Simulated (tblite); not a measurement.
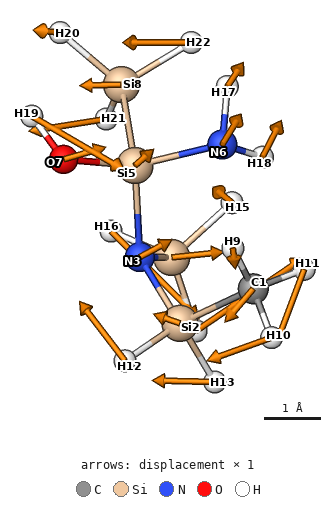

This is a relaxation of CH14N2OSi4. The starting structure is drawn; orange arrows show the displacements, at their true length. The two geometries are superimposed by the best rigid fit.

Style: ball-and-stick. Shown from a free direction.

The calculation used tblite, GFN2-xTB geometry optimisation, gas phase. 

Question: Atoms of which element are displaced furthest, and by how much?

Answer: Hydrogen: up to 2.52 Å, against 0.98 Å for silicon.

Question: Describe the change and its energy.

Answer: Over 231 geometry steps the energy falls by 30.8 kcal/mol. The largest move after the best rigid fit is that of an H atom, 2.52 Å. By element the largest moves are H 2.52 Å, Si 0.98 Å, N 0.88 Å, C 0.82 Å, O 0.82 Å. Some distances before and after: Si–Si 3.308 → 4.035 Å, O–Si 1.712 → 1.627 Å, Si–Si 2.233 → 2.293 Å, H–N 1.062 → 1.008 Å. Among the angles between lasting bonds that change: N–Si–Si 105.9° → 119.8°, Si–N–H 104.9° → 117.4°, Si–O–H 111.1° → 120.4°. Groups turn about O–Si by about 170°. Cost: 2.9 s on 1 thread of Intel(R) Xeon(R) 6975P-C, with other jobs on the host.
